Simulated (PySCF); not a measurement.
C$_{5}$H$_{8}$SSi (SMILES C=C1CC=C[SiH2]S1)

```xyz
15

C     2.3379   -0.0511   -0.8308
C     1.2053    0.2606   -0.2179
C     0.5551   -0.6236    0.8132
C    -0.7143   -1.2245    0.2821
C    -1.7457   -0.4762   -0.0943
Si   -1.6332    1.3910   -0.0239
S     0.4149    1.8043   -0.5866
H     2.7789    0.6043   -1.5601
H     2.8634   -0.9644   -0.6098
H     1.2580   -1.4085    1.0960
H     0.3347   -0.0222    1.7011
H    -0.7370   -2.3032    0.1946
H    -2.6307   -0.9496   -0.4943
H    -2.4515    2.0636   -1.0206
H    -1.8403    1.9075    1.3292
```

Geometry: GFN2-xTB.

Theory: PBE0/pcSseg-1, SCF density, gas phase, non-relativistic in PySCF 2.14.0.

Q: What can the converged electron density and electron localisation function tell about the bonding?

A: C–C (1.33 Å): ρ at the midpoint is about 2.3 e/Å³; the ELF peaks at about 0.90 between the atoms: a short, multiple covalent bond.
C–Si (1.87 Å): the density is about 0.95 e/Å³ at the midpoint; the ELF peaks at about 0.95 between the atoms: localised, covalent bonding.
C–H (1.09 Å): the density is about 2 e/Å³ at the midpoint; the ELF climbs to about 1 towards the hydrogen, as it does in any bond to H: an ordinary covalent bond to hydrogen.
C–C (1.50 Å): ρ at the midpoint is about 1.7 e/Å³; the ELF peaks at about 0.95 between the atoms (localised, covalent bonding).

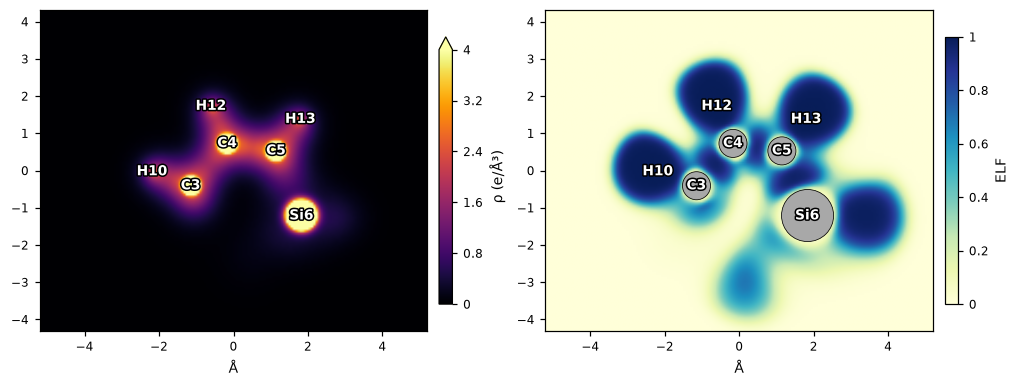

Computed electron density and electron localisation function on the plane of atoms C5, C4 and H12, in this order. Grey discs cover the atomic cores in the ELF map. 
